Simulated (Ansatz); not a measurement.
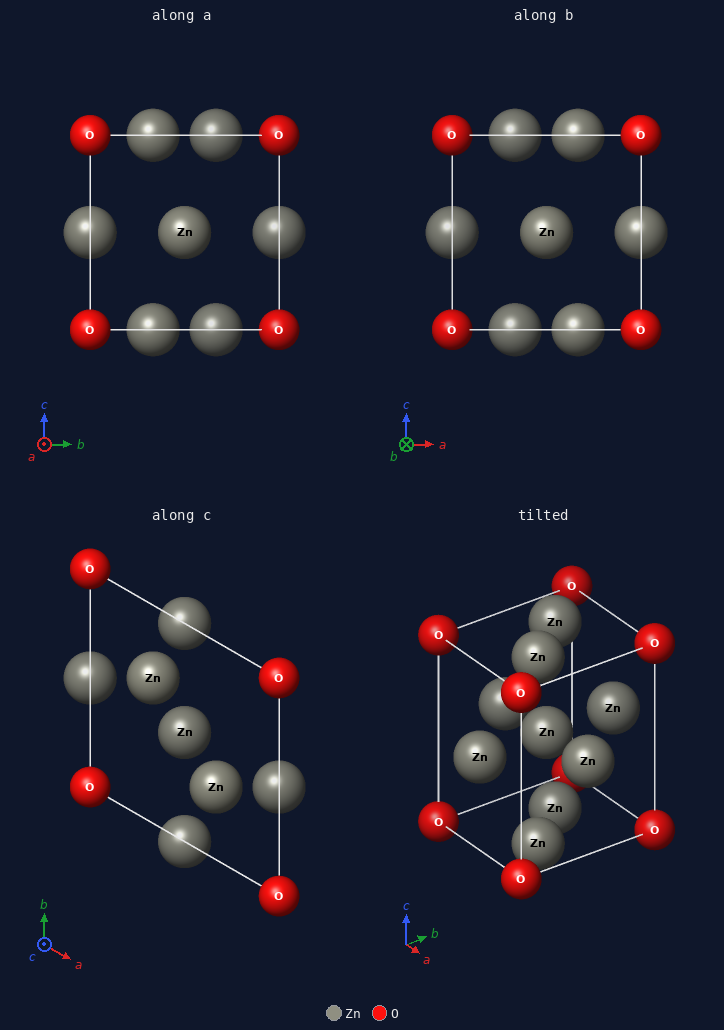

Spheres-only representation of a periodic structure, projected along the a axis, along the b axis, along the c axis and slightly off an axis. The conventional unit cell is outlined; an atom on or near a face, edge or corner is repeated at each equivalent position.

Lattice parameters: a = 4.9838 Å, b = 4.9838 Å, c = 4.4425 Å, α = 90.000°, β = 90.000°, γ = 120.000°.

Put the structure into a CIF in P1 with every atom of the cell.

```cif
data_structure
_symmetry_space_group_name_H-M 'P 1'
_symmetry_Int_Tables_number 1
_cell_length_a 4.9838
_cell_length_b 4.9838
_cell_length_c 4.4425
_cell_angle_alpha 90.000
_cell_angle_beta 90.000
_cell_angle_gamma 120.000
_cell_volume 95.56
loop_
_atom_site_label
_atom_site_type_symbol
_atom_site_fract_x
_atom_site_fract_y
_atom_site_fract_z
_atom_site_occupancy
Zn1 Zn 0.0000 0.5000 0.5000 1
Zn2 Zn 0.3333 0.6667 0.0000 1
Zn3 Zn 0.6667 0.3333 0.0000 1
Zn4 Zn 0.5000 0.0000 0.5000 1
Zn5 Zn 0.5000 0.5000 0.5000 1
O1 O 0.0000 0.0000 0.0000 1
```

The structure comes from a structure type filled with these elements by a generator (whether the compound takes this form wasn't checked). Earlier steps of the study may have refined or changed the cell and positions. Ansatz was used for an electronic-structure calculation on it.
